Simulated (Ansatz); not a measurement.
## Electronic structure of H₅₂Si₅₀ (Si50H52 off sphere) in real space

H₅₂Si₅₀ (Si50H52 off sphere), 102 atoms.

Geometry: PBE-D4/def2-SVP.

Method: RKS PBE0-D4/def2-SVP in Ansatz 0.2.0.

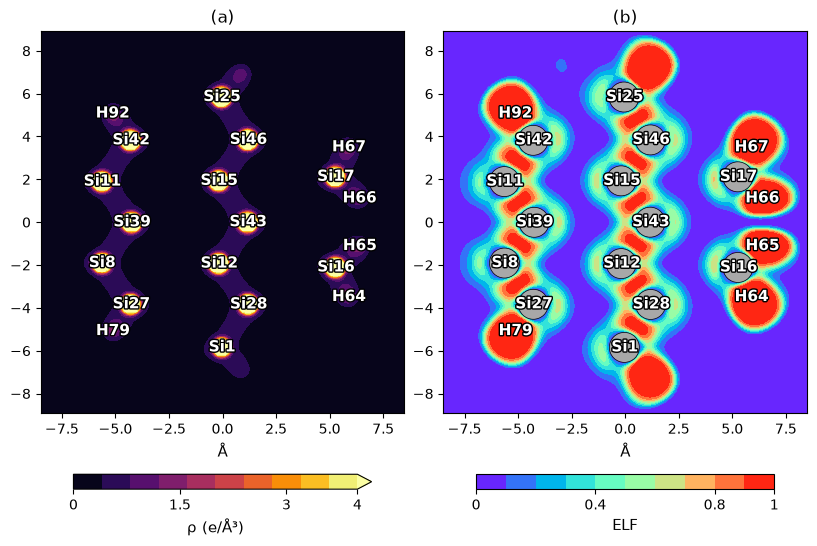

Figure 1. (a) electron density; (b) ELF on the plane of atoms Si43, Si15 and Si46. Grey discs cover the atomic cores in the ELF map.

### Read the bonding off the picture.

- The plane passes through Si and H nuclei.
- Si–Si (2.35 Å): ρ is about 0.6 e/Å³ halfway; the ELF peaks at about 1 between the atoms: localised, covalent bonding.
- Si–H (1.51 Å): the density is about 0.74 e/Å³ at the midpoint; the ELF climbs to about 1 towards the hydrogen, as it does in any bond to H.

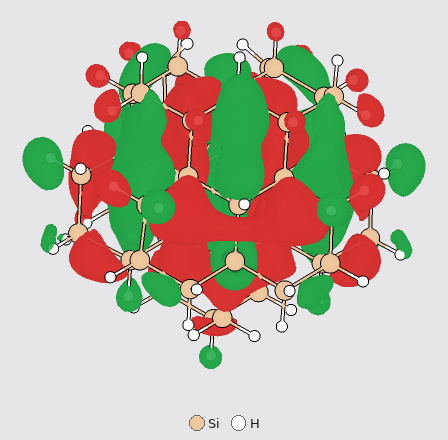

Figure 2. The LUMO at ±0.03 Å⁻³ᐟ² (green and red are the two phases), seen at a tilt.

### Where does this orbital lie, and at what energy?

No atom holds more than about 10 % of it (Hirshfeld); by element the shares are Si 90 % and H 10 %. Its energy is −2.04 eV.
